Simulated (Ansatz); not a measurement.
**HNO2 (nitrous acid) at revPBE/def2-TZVP**

What is the electronic atomisation energy of HNO2 (nitrous acid) at revPBE/def2-TZVP? 

The calculation is run with Ansatz 0.2.0.

55 further runs of the same task are left out: 55 set aside as unsound or not needed.

**1. The structure to begin with**

The species is HNO2 (4 atoms), meant as a singlet with charge 0. SMILES: `O=NO`. The shape is that of a PBE0-D4/def2-TZVP optimisation.

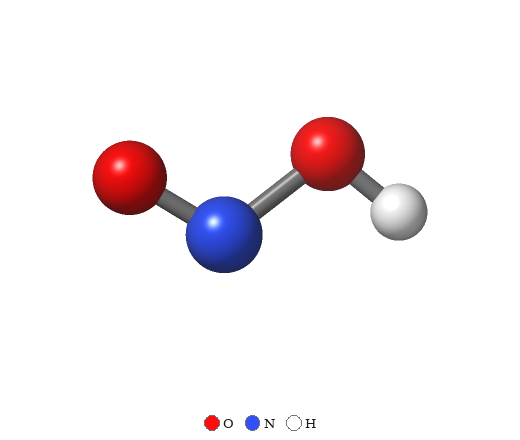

The structure, seen from a chosen angle (oxygen red, nitrogen blue, hydrogen white).

**2. The energy at revPBE/def2-TZVP**

File job.yaml:

```yaml
crystal:
  periodic: [false, false, false]
  atoms:
    - symbol: O
      position_ang: [0.413650, 0.047230, 1.437260]
    - symbol: N
      position_ang: [0.320150, -0.419400, 0.377370]
    - symbol: O
      position_ang: [-0.362650, 0.434660, -0.492650]
    - symbol: H
      position_ang: [-0.371140, -0.062490, -1.321980]
basis:
  gaussian: {orbitals: def2-TZVP}
output: {orbitals: {seedname: orbitals}}
hamiltonian: {xc: {name: revPBE}}
accuracy: high
```

On the command line:

```console
ansatz run job.yaml --threads 1 --pin off --max-ram 3480MiB --events-out events.jsonl --progress --plain --runs-dir runs
```

Standard output:

```text
Warning: RAYON_NUM_THREADS=1 ignored (pool sized by the plan → 1); use --threads N
Functional definition: revPBE
  name "revPBE"
  parameter kappa = 1.245
  parameter beta = 0.06672455060314922
  exchange = pbe_x(kappa = kappa, mu = beta*pi^2/3)
  correlation = pbe_c(beta = beta)
1704 factors; integrals over basis functions are off by at most 3.2e-9 eV
mean field evaluation 1: about -5594.9245 eV, gradient 5.0e1 eV
mean field evaluation 2: about -5582.4814 eV, gradient 9.8e1 eV
mean field evaluation 4: about -5598.5484 eV, gradient 1.2e1 eV
mean field evaluation 8: about -5598.7808 eV, gradient 6.8e-1 eV
mean field evaluation 16: about -5598.7816 eV, gradient 1.6e-5 eV
mean field -5598.78161418 eV, -205.7514293306 hartree, gradient 7.5e-8 eV, S^2 0.000000; 0 other end points of the search recorded, 0 dependent functions left out
reference -5598.78161688 eV, -205.7514294300 hartree; 12, 12 occupied and 87, 87 virtual orbitals, 1704 factors
Total energy: -5598.78161688 eV, -205.7514294300 hartree
```

It took 3.6 s on 1 thread of Arm Neoverse V1, shared host; peak memory 0.21 GiB.

**3. The H atom at the same level**

File job.yaml:

```yaml
crystal:
  periodic: [false, false, false]
  atoms:
    - symbol: H
      position_ang: [0.000000, 0.000000, 0.000000]
basis:
  gaussian:
    orbitals: def2-TZVP
magnetization:
  spin_polarized: true
  initial_magnetization: 1
hamiltonian:
  xc: {name: revPBE}
accuracy: high
```

Run the same way, it converges to -0.50412 Eh (log not shown).

**4. The N atom**

File job.yaml:

```yaml
crystal:
  periodic: [false, false, false]
  atoms:
    - symbol: N
      position_ang: [0.000000, 0.000000, 0.000000]
basis:
  gaussian: {orbitals: def2-TZVP}
magnetization: {spin_polarized: true, initial_magnetization: 3}
hamiltonian: {xc: {name: revPBE}}
accuracy: high
```

On the command line:

```console
ansatz run job.yaml --threads 1 --pin off --max-ram 3480MiB --events-out events.jsonl --progress --plain --runs-dir runs
```

Standard output:

```text
Warning: RAYON_NUM_THREADS=1 ignored (pool sized by the plan → 1); use --threads N
Functional definition: revPBE
  name "revPBE"
  parameter kappa = 1.245
  parameter beta = 0.06672455060314922
  exchange = pbe_x(kappa = kappa, mu = beta*pi^2/3)
  correlation = pbe_c(beta = beta)
312 factors; integrals over basis functions are off by at most 3.3e-9 eV
mean field evaluation 1: about -1485.0852 eV, gradient 8.7e0 eV
mean field evaluation 2: about -1485.1502 eV, gradient 7.6e0 eV
mean field evaluation 4: about -1485.4078 eV, gradient 1.5e-1 eV
mean field evaluation 8: about -1485.4075 eV, gradient 6.9e-4 eV
mean field -1485.40746397 eV, -54.5877174557 hartree, gradient 1.2e-8 eV, S^2 3.752619; 0 other end points of the search recorded, 0 dependent functions left out
reference -1485.40746600 eV, -54.5877175300 hartree; 5, 2 occupied and 26, 29 virtual orbitals, 312 factors
Total energy: -1485.40746600 eV, -54.5877175300 hartree
```

Wall time 0.42 s (1 thread of Arm Neoverse V1, shared host).

**5. The O atom at the same level**

File in.yaml:

```yaml
crystal:
  periodic: [false, false, false]
  atoms:
    - {symbol: O, position_ang: [0.000000, 0.000000, 0.000000]}
basis:
  gaussian:
    orbitals: def2-TZVP
accuracy: high
magnetization:
  spin_polarized: true
  initial_magnetization: 2
hamiltonian:
  xc: {name: revPBE}
```

On the command line:

```console
ansatz run in.yaml --threads 1 --pin off --max-ram 3480MiB --events-out events.jsonl --progress --plain --runs-dir runs
```

Standard output:

```text
Warning: RAYON_NUM_THREADS=1 ignored (pool sized by the plan → 1); use --threads N
Functional definition: revPBE
  name "revPBE"
  parameter kappa = 1.245
  parameter beta = 0.06672455060314922
  exchange = pbe_x(kappa = kappa, mu = beta*pi^2/3)
  correlation = pbe_c(beta = beta)
306 factors; integrals over basis functions are off by at most 3.5e-9 eV
mean field evaluation 1: about -2042.5037 eV, gradient 9.9e0 eV
mean field evaluation 2: about -2042.5278 eV, gradient 8.9e0 eV
mean field evaluation 4: about -2042.7911 eV, gradient 2.9e-2 eV
mean field evaluation 8: about -2042.7912 eV, gradient 3.8e-4 eV
mean field evaluation 16: about -2042.5238 eV, gradient 9.8e0 eV
mean field -2042.79122260 eV, -75.0711927771 hartree, gradient 8.4e-9 eV, S^2 2.002964; 1 other end points of the search recorded, 0 dependent functions left out
reference -2042.79122427 eV, -75.0711928383 hartree; 5, 3 occupied and 26, 28 virtual orbitals, 306 factors
Total energy: -2042.79122427 eV, -75.0711928383 hartree
```

Run time: 0.71 s. Hardware: 1 thread of Arm Neoverse V1, shared host.

**6. Summary of results**

At revPBE/def2-TZVP:

| quantity | value |
| --- | --- |
| molecule: total energy | -205.75143 Eh |
| molecule: HOMO energy | -6.35 eV |
| molecule: LUMO energy | -3.18 eV |
| molecule: HOMO–LUMO gap | 3.17 eV |
| H atom: total energy | -0.50412 Eh |
| H atom: ⟨S²⟩ | 0.750 |
| N atom: total energy | -54.58772 Eh |
| N atom: ⟨S²⟩ | 3.753 |
| O atom: total energy | -75.07119 Eh |
| O atom: ⟨S²⟩ | 2.003 |
| electronic atomisation energy | 14.074 eV |

Taking the molecule apart into free atoms costs 14.07 eV (1358 kJ/mol), before zero-point energy and without spin-orbit coupling.
